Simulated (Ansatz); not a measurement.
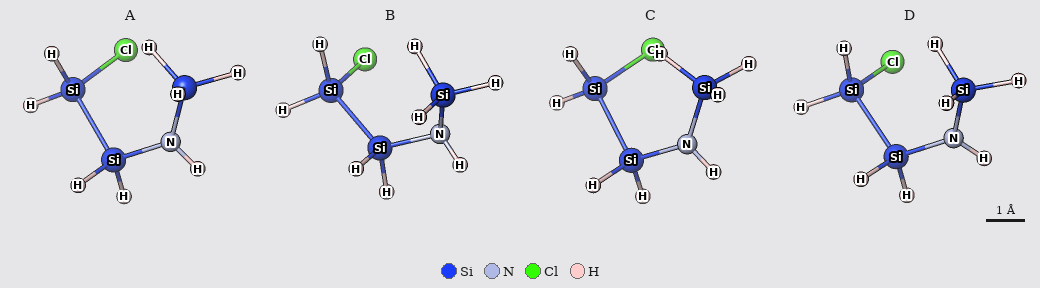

4 geometries from one relaxation of Si$_{3}$NH$_{8}$Cl (coarse preliminary run), in shuffled order. The picture is a ball-and-stick view, seen from a free direction.

The start comes from a force field.

The calculation used Ansatz 0.2.0, RKS PBE-D4/def2-SVP. (force threshold 0.03 eV/Å; at most 200 steps)

Order the frames from highest to lowest energy.

Answer. B, D, A, C. They are steps 0, 4, 10, 20, at +1.012 eV, +0.069 eV, +0.022 eV relative to the last. The atom that moves furthest after the best rigid fit is an H atom (1.21 Å). Largest moves by element: H 1.21 Å, Cl 1.12 Å, N 0.60 Å, Si 0.40 Å. Some distances before and after: Si–Si 2.779 → 3.172 Å, H–Si 1.612 → 1.504 Å, N–Si 1.652 → 1.755 Å, Cl–Si 2.015 → 2.099 Å. Among the angles between lasting bonds that change: Si–N–Si 111.8° → 129.5°, N–Si–Si 120.3° → 109.7°, Si–N–H 107.8° → 115.9°. After 20 geometry steps the energy has fallen by 1.012 eV. Largest force component: 3.5 eV/Å at the start, 0.023 eV/Å at the end. The forces were under the threshold at step 12, but the run went on from there.
